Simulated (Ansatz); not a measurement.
```
Cd Ca Yb
1.0
     2.23351    3.86855    0.00000
    -4.46701    0.00000    0.00000
     0.00000    0.00000    7.34337
Cd Ca Yb
2 1 2
Direct
  0.66670 0.33340 0.63690
  0.33330 0.66660 0.36310
  0.00000 0.00000 0.00000
  0.66670 0.33340 0.24050
  0.33330 0.66660 0.75950
```

Space group P-3m1; built by placing these elements on a known structure type; not relaxed (largest force 1.1 eV/Å); computed pressure about 15 GPa in this cell; Hubbard U of 2.99 eV on Cd d only.

All numbers below come from DFT, PAW plane waves, PBE+U, spin-orbit in Ansatz.

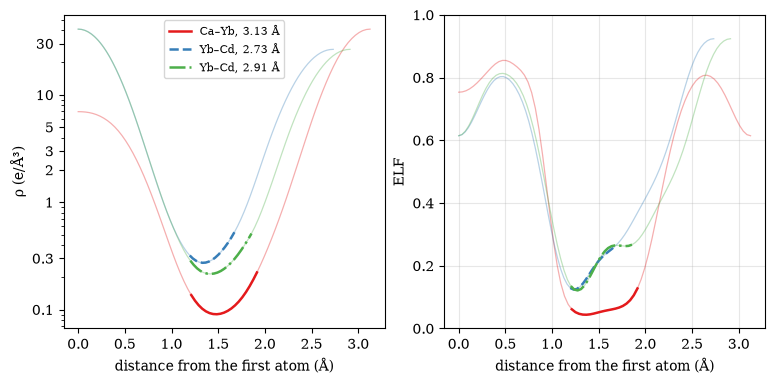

CaYb$_{2}$Cd$_{2}$. Valence pseudo-density and electron localisation function along straight lines between neighbouring atoms. Thin, pale parts lie inside the atomic spheres.

Core electrons are frozen (PAW), and the valence fields are smoothed inside the atomic spheres.

Q: Compare the contacts.

A: Ca–Yb (3.13 Å): the density is about 0.09 e/Å³ at the midpoint; the ELF is about 0.05 at the midpoint; no shared electron pair shows on this line.
Yb–Cd (2.73 Å): the density is about 0.27 e/Å³ at the midpoint; the ELF is about 0.15 at the midpoint (no shared electron pair shows on this line).
Yb–Cd (2.91 Å): ρ is about 0.22 e/Å³ halfway; the ELF is about 0.20 at the midpoint; no localised pair shows between them.
